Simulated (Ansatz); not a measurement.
Pulling on the B1–I4 bond in BH2I (SMILES BI) (multiplicity 1 held, fragments rigid). Energies count from the point at 2.114 Å.
Geometry at that point (charge 0, multiplicity 1):
```xyz
4

B     -1.00687    -1.52824     0.26334
H     -0.62513    -2.30508     1.06916
H     -1.98652    -1.65891    -0.38610
I      0.14426     0.21897    -0.03773
```

R- and RO- levels are restricted; in cc, def2 and unpolarised 6-31G sets they are followed outwards from rest. U- levels take the lowest unrestricted solution at each point, which mixes spins at long bonds. Active spaces are followed from a long bond inwards. Levels need not reach the same state.

Cores are frozen in the correlated methods. Filled d and f shells under p-block atoms count as core.

The values were computed with Ansatz (a quantum-chemistry and plane-wave program) with Gaussian orbitals. Values without a source in brackets are computed. In def2 rows elements past Kr take small-core potentials, without spin–orbit coupling.

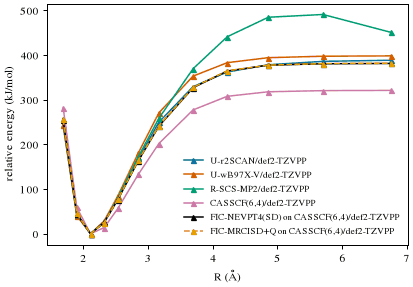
Fig. 1. Relative energy along the coordinate

Task: Read off the CASSCF(6,4)/def2-TZVPP curve at R = 2.854.

Result: about 130 kJ/mol

Doubts at one or more of the structures used: a spin-contaminated determinant (U-r2SCAN/def2-TZVPP, U-wB97X-V/def2-TZVPP); a restricted determinant that unrestricted orbitals would lower (R-SCS-MP2/def2-TZVPP); active orbitals that take no part (CASSCF(6,4)/def2-TZVPP, FIC-NEVPT4(SD) on CASSCF(6,4)/def2-TZVPP, FIC-MRCISD+Q on CASSCF(6,4)/def2-TZVPP).
